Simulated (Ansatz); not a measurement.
# LaSi2Pt2 (P4/nmm): equation of state with a fit from a Python script

Where is the equilibrium volume of LaSi2Pt2 (P4/nmm), and how stiff is it? A script is to give an equation of state with a fit; the system is LaSi2Pt2 (P4/nmm).

Program: Ansatz 0.2.0, driven from Python. Level of theory: DFT PBEsol, plane waves, PAW. These are calculated values, not measurements.

**1. Starting point**

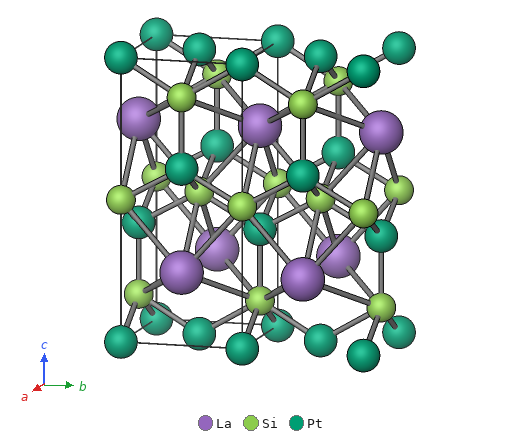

The starting structure, viewed slightly off an axis; lanthanum purple, silicon green, platinum teal. 1×2×1 cells are drawn. Atoms on cell faces are repeated.

No structure file is read: the coordinates are typed or built in the script.

**2. Script**

The input, eos_lasi2pt2.py:

```python
"""Equation of state of LaSi2Pt2."""

import warnings

import ansatz as az
import numpy as np
from pymatgen.analysis.eos import EOS

XC = "PBEsol"
SMEARING_WIDTH = 0.1
CUTOFF = 420
MESH = (6, 6, 3)

vectors0 = np.array([
    [4.30594, 0.0, 0.0],
    [0.0, 4.30594, 0.0],
    [0.0, 0.0, 9.86875],
])
sites = [
    ("La", [0.0, 0.5, 0.25605]),
    ("La", [0.5, 0.0, 0.74395]),
    ("Si", [0.0, 0.0, 0.5]),
    ("Si", [0.5, 0.5, 0.5]),
    ("Si", [0.0, 0.5, 0.87184]),
    ("Si", [0.5, 0.0, 0.12816]),
    ("Pt", [0.0, 0.0, 0.0]),
    ("Pt", [0.5, 0.5, 0.0]),
    ("Pt", [0.0, 0.5, 0.62046]),
    ("Pt", [0.5, 0.0, 0.37954]),
]


def crystal_on(cell):
    crystal = az.Crystal(lattice=az.Lattice.of(cell))
    for symbol, position in sites:
        crystal = crystal.atom(symbol, position)
    return crystal

warnings.simplefilter("ignore", az.DeckWarning)

# scale the volume, keep shape and fractions
volumes, energies, pressures = [], [], []
for scale in np.linspace(0.9, 1.1, 9):
    cell = vectors0 * scale ** (1 / 3)
    calculation = (
        crystal_on(cell).calculation()
        .functional(XC)
        .pseudopotentials("paw")
        .occupations(az.OccupationsMethod.FERMI_DIRAC, width=SMEARING_WIDTH)
        .basis(CUTOFF)
        .kpoints(*MESH)
        .stress()
    )
    data = calculation.run().report
    volumes.append(abs(np.linalg.det(cell)) / len(sites))
    energies.append(data["free_energy_ev"] / len(sites))
    pressures.append(np.trace(data["stress_gpa"]) / 3)
    print(f"V = {volumes[-1]:8.4f} A^3/atom  F = {energies[-1]:.5f} eV/atom  P = {pressures[-1]:8.3f} GPa")

for form in ["vinet", "birch_murnaghan"]:
    fit = EOS(eos_name=form).fit(volumes, energies)
    print(f"{form:18s} V0 {fit.v0:8.4f} A^3/atom  B0 {fit.b0_GPa:7.1f} GPa  B1 {fit.b1:5.2f}")
```

**3. What the engine is handed**

The engine receives this input (first run):

```yaml
crystal:
  lattice:
    - [4.1573393607487645, 0.0, 0.0]
    - [0.0, 4.1573393607487645, 0.0]
    - [0.0, 0.0, 9.52817336432681]
  atoms:
    - { symbol: La, position: [0.0, 0.5, 0.25605] }
    - { symbol: La, position: [0.5, 0.0, 0.74395] }
    - { symbol: Si, position: [0.0, 0.0, 0.5] }
    - { symbol: Si, position: [0.5, 0.5, 0.5] }
    - { symbol: Si, position: [0.0, 0.5, 0.87184] }
    - { symbol: Si, position: [0.5, 0.0, 0.12816] }
    - { symbol: Pt, position: [0.0, 0.0, 0.0] }
    - { symbol: Pt, position: [0.5, 0.5, 0.0] }
    - { symbol: Pt, position: [0.0, 0.5, 0.62046] }
    - { symbol: Pt, position: [0.5, 0.0, 0.37954] }
basis:
  ecutwfc: 420.0
kpoints:
  mp_grid:
    grid: [6, 6, 3]
hamiltonian:
  xc: pbesol
  pseudopotentials:
    kind: paw
scf:
  occupations:
    method: fermi_dirac
    width: 0.1
output:
  stress: true
```

**4. Launch**

Command:

```
> python eos_lasi2pt2.py
```

The log of the run:

```text
V =  16.4680 A^3/atom  F = -6435.48237 eV/atom  P =   16.547 GPa
V =  16.9254 A^3/atom  F = -6435.52077 eV/atom  P =   10.497 GPa
V =  17.3829 A^3/atom  F = -6435.54307 eV/atom  P =    5.251 GPa
V =  17.8403 A^3/atom  F = -6435.55142 eV/atom  P =    0.703 GPa
V =  18.2978 A^3/atom  F = -6435.54767 eV/atom  P =   -3.235 GPa
V =  18.7552 A^3/atom  F = -6435.53345 eV/atom  P =   -6.642 GPa
V =  19.2127 A^3/atom  F = -6435.51018 eV/atom  P =   -9.582 GPa
V =  19.6701 A^3/atom  F = -6435.47912 eV/atom  P =  -12.111 GPa
V =  20.1275 A^3/atom  F = -6435.44137 eV/atom  P =  -14.275 GPa
vinet              V0  17.9171 A^3/atom  B0   161.7 GPa  B1  4.65
birch_murnaghan    V0  17.9166 A^3/atom  B0   161.4 GPa  B1  4.69
```

Wall time 77 s (1 thread of Intel Xeon 6975P-C (Granite Rapids), shared host); peak memory 0.72 GiB.

**5. Inputs of later runs**

The engine's inputs for some of the other runs:

Run 2, against run 1:

```diff
@@ -3,3 +3,3 @@
-    - [4.1573393607487645, 0.0, 0.0]
-    - [0.0, 4.1573393607487645, 0.0]
-    - [0.0, 0.0, 9.52817336432681]
+    - [4.195482219431827, 0.0, 0.0]
+    - [0.0, 4.195482219431827, 0.0]
+    - [0.0, 0.0, 9.615592681973702]
```

Run 4, against run 1:

```diff
@@ -3,3 +3,3 @@
-    - [4.1573393607487645, 0.0, 0.0]
-    - [0.0, 4.1573393607487645, 0.0]
-    - [0.0, 0.0, 9.52817336432681]
+    - [4.269753919437227, 0.0, 0.0]
+    - [0.0, 4.269753919437227, 0.0]
+    - [0.0, 0.0, 9.785815406727949]
```

Run 5, against run 1:

```diff
@@ -3,3 +3,3 @@
-    - [4.1573393607487645, 0.0, 0.0]
-    - [0.0, 4.1573393607487645, 0.0]
-    - [0.0, 0.0, 9.52817336432681]
+    - [4.30594, 0.0, 0.0]
+    - [0.0, 4.30594, 0.0]
+    - [0.0, 0.0, 9.86875]
```

Lines on the test bed's own set-up are left out of the output.

**6. What each run gave**

From the records of these 9 runs:

```
run  volume (Å³/atom)  energy from run 4 (meV/atom)  pressure (GPa)  SCF cycles  CPU time (s)
  1            16.468                         69.05           16.55           7           7.1
  2            16.925                         30.65           10.50           7             8
  3            17.383                          8.34            5.25           8           7.5
  4            17.840                          0.00            0.70           8           8.7
  5            18.298                          3.75           -3.24           8           8.1
  6            18.755                         17.97           -6.64           8             8
  7            19.213                         41.24           -9.58           8           8.1
  8            19.670                         72.30          -12.11           9           9.1
  9            20.128                        110.05          -14.27           8           9.1
```

Energies are free energies F = E - TS of the smeared occupations. 

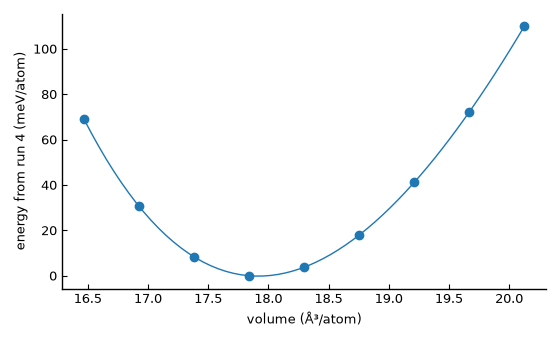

Energy against volume; the line is a third-order Birch-Murnaghan fit.

**7. Summary of results**

| quantity | value |
| --- | --- |
| runs compared | 9 |
| range of energy | 110.05 meV/atom |
| lowest point, volume (Å³/atom) | 17.840 |
| equilibrium volume (fit) | 17.92 Å³/atom |
| bulk modulus (fit) | 161 GPa |

**Reading.** A third-order Birch-Murnaghan fit through the 9 points has its minimum at 17.92 Å³ an atom, 2.1 % below the typed cell, with a bulk modulus of 161 GPa and dB/dP = 4.7. From that minimum the energy rises by 69.2 meV an atom on the compressed side and 110.2 meV on the expanded side. The run is spin-unpolarised. Shape and fractional positions are held along the curve, so the bulk modulus is an upper value where they are free to relax. The mesh is modest for a metal, so energies can be off by several to tens of meV an atom and pressures by half a GPa or more; differences at equal mesh fare better. Pressure is positive in compression. Spin-orbit coupling, which matters for elements this heavy, is left out. This cell is a computed structure, which may not be the phase found in nature.
